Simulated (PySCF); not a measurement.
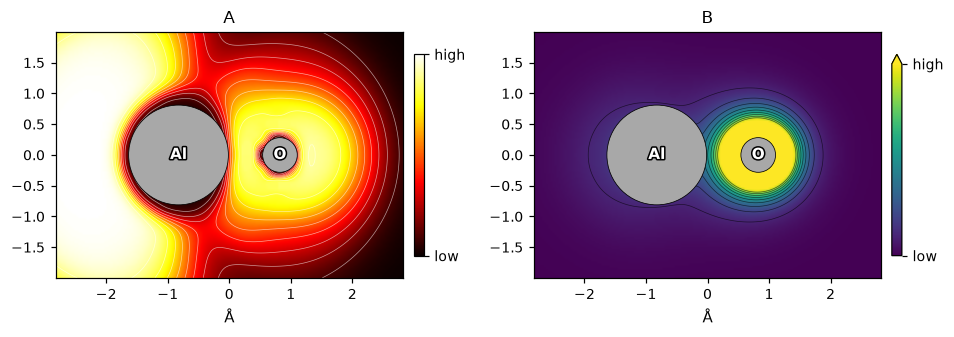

AlO (charge −1): 2 fields on a plane that holds the molecular axis, with unlabelled colour scales. Grey discs cover the atomic cores.

Computed with PBE0/aug-cc-pVDZ(-PP), non-relativistic Hamiltonian with scalar-relativistic core potentials where named, at a bond length of 1.649 Å (PySCF 2.14.0).

```xyz
2

Al    0.0000    0.0000   -0.6137
O     0.0000    0.0000    1.0353
```

The panels show electron density and electron localisation function in some order. Assign them.

Answer. Panel A: electron localisation function. Panel B: electron density. From the grid: Al–O (1.65 Å): the density is about 0.99 e/Å³ at the midpoint; the ELF peaks at about 0.85 in the valence shell of O, 0.6 Å from its nucleus, and is about 0.40 at the midpoint.
